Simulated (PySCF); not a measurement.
C₃H₈OSi₂, SMILES [SiH2](CC#C)O[SiH3] at its GFN2-xTB optimised geometry (Å):

```
14

C      2.9829    -0.9564     0.0000
C      1.7857    -0.9564     0.0000
C      0.3455    -0.9405    -0.0107
Si    -0.3552     0.6200    -0.8611
O     -1.9687     0.5248    -0.7631
Si    -3.5836     0.4372    -0.7683
H      4.0313    -0.9693     0.0035
H     -0.0120    -1.8371    -0.5245
H     -0.0139    -0.9957     1.0203
H      0.0356     1.8371    -0.1513
H     -0.0073     0.6496    -2.2813
H     -4.0459     1.1447    -1.9596
H     -4.0313     1.0763     0.4664
H     -3.9262    -0.9830    -0.8064
```

Calculation: PBE/def2-TZVP in PySCF. Cells within 0.4 Å of a nucleus heavier than hydrogen are left out (blank, or x).

Map of the HOMO−1 amplitude (bohr^(-3/2)) on the plane z = 0.0 Å; orbital energy -6.56 eV, overall sign arbitrary:

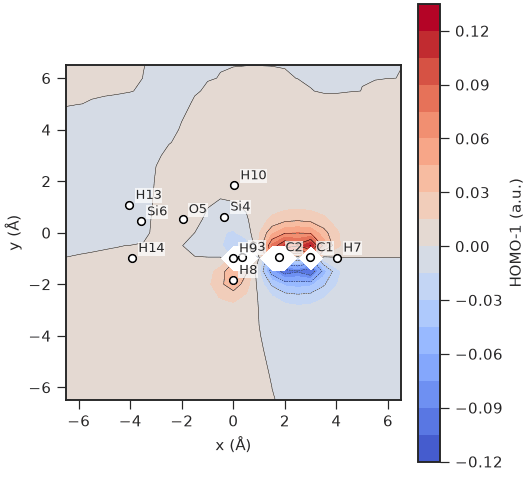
Figure. HOMO−1 amplitude (bohr^(-3/2)) on the plane z = 0.0 Å.
